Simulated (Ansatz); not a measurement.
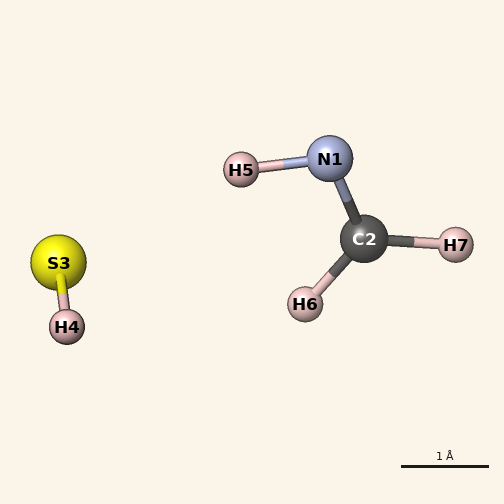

The species has charge −1 and is a spin singlet. The geometry was computed by an optimisation with PBE0-D4/def2-TZVPD. No frequency run is at hand to confirm it as a minimum.

Find the hydrogen bonds (donors O, N, F, S or Cl) and give their geometry.

```json
{"D–H···A": "N1–H5···S3", "D–H (Å)": "1.04", "H···A (Å)": "2.41", "angle (°)": "155", "kind": "intermolecular"}
```
